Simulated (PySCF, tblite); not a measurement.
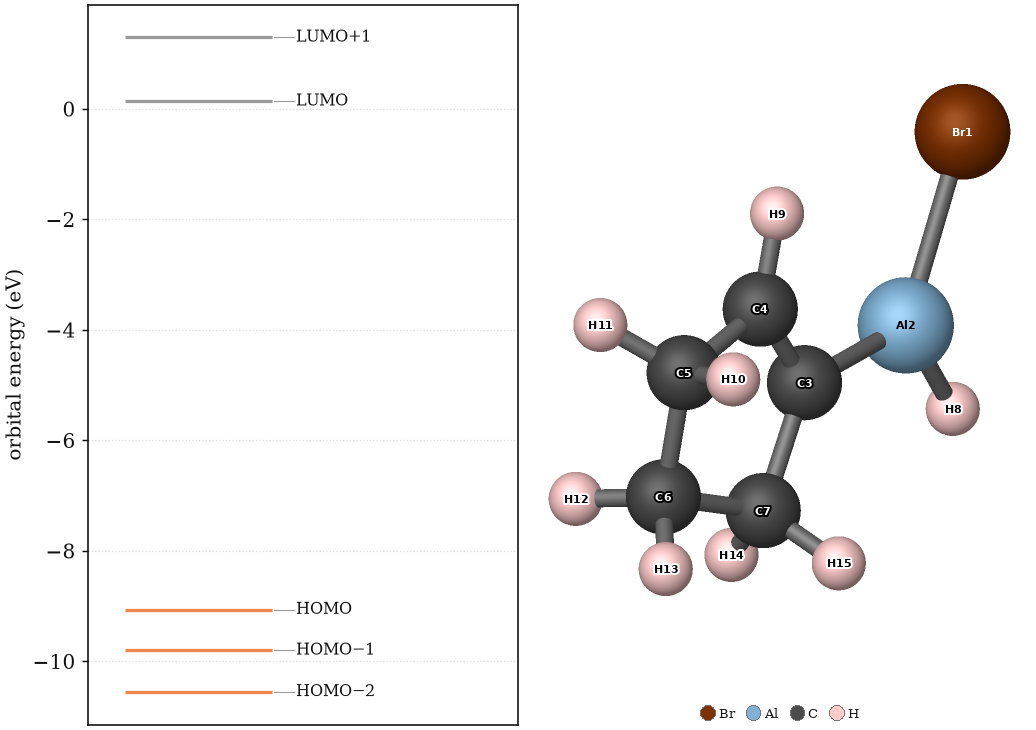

C₅H₈AlBr, SMILES [Br][AlH][C]1=CCCC1, singlet. Kohn-Sham orbital energies near the frontier, ωB97X-D/def2-SVPD in PySCF, at a GFN2-xTB geometry (a minimum by its frequencies), isolated molecule; empty levels in grey, levels within 0.03 eV side by side.

> Where do the frontier orbitals lie?

HOMO at −9.06 eV, LUMO at 0.14 eV, 9.20 eV apart.

> How far below the HOMO does the next level lie?

0.74 eV.

> List the levels with the atoms that carry most of them (a dash for levels above zero or within 0.03 eV of another, where shares mean little).

| orbital | energy (eV) | Löwdin shares |
| --- | --- | --- |
| LUMO+1 | 1.30 | – |
| LUMO | 0.14 | – |
| HOMO | −9.06 | C3 31 %, C4 29 %, C7 9 % |
| HOMO−1 | −9.80 | Br1 38 %, C3 18 %, Al2 17 % |
| HOMO−2 | −10.55 | Br1 88 %, Al2 10 % |

Known limits of this run: the tight-binding geometry is rougher than a DFT one and adds to the error; spin-orbit coupling is left out, and with Br it can shift these levels and split any degenerate set; one conformer of a flexible molecule; empty levels above zero depend strongly on the basis.
